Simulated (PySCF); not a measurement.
System: C6H11 (SMILES C=C(C)[C](C)C) (doublet).

| atom | x (Å) | y (Å) | z (Å) |
| --- | --- | --- | --- |
| C | -1.3945 | -1.4497 | 0.0324 |
| C | -0.7854 | -0.2224 | 0.0576 |
| C | -1.6623 | 1.0038 | 0.0520 |
| C | 0.5993 | -0.0466 | 0.1019 |
| C | 1.5535 | -1.1940 | 0.0416 |
| C | 1.1937 | 1.3178 | 0.2217 |
| H | -0.8453 | -2.3715 | 0.0665 |
| H | -2.4655 | -1.5338 | -0.0063 |
| H | -2.6988 | 0.7273 | -0.1211 |
| H | -1.6033 | 1.5225 | 1.0087 |
| H | -1.3538 | 1.6988 | -0.7268 |
| H | 2.5196 | -0.8680 | -0.3391 |
| H | 1.7156 | -1.6167 | 1.0370 |
| H | 1.1816 | -1.9904 | -0.5987 |
| H | 0.7036 | 1.8981 | 1.0036 |
| H | 1.0796 | 1.8780 | -0.7103 |
| H | 2.2553 | 1.2590 | 0.4491 |

Geometry: GFN2-xTB.

All numbers below come from UKS B3LYP, pcH-1 on C H, non-relativistic, mean-field spin-orbit, GIAO (PySCF 2.14.0, density-fitted response routines).

Q: Predict the electron density, electron localisation function and spin density between the atoms.

A: C–C (1.37 Å): ρ is about 2.1 e/Å³ halfway; the ELF peaks at about 0.95 between the atoms: a covalent bond.
C–H (1.07 Å): ρ at the midpoint is about 2 e/Å³; the ELF climbs to about 1 towards the hydrogen, as it does in any bond to H; an ordinary covalent bond to hydrogen.
C–C (1.49 Å): the density is about 1.7 e/Å³ at the midpoint; the ELF peaks at about 0.95 between the atoms, as expected for a covalent bond.
The unpaired spin (1 electron) lies mostly on C4 (about 0.4) and C1 (about 0.4), in electrons by Hirshfeld's partition.

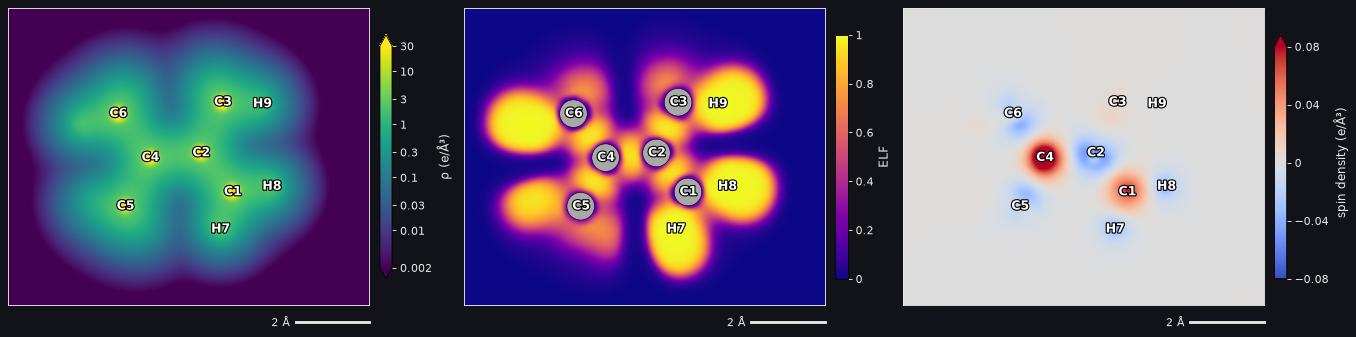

Computed electron density, electron localisation function and spin density on the plane of atoms C3, C2 and C4, in this order. Grey discs cover the atomic cores in the ELF map. 
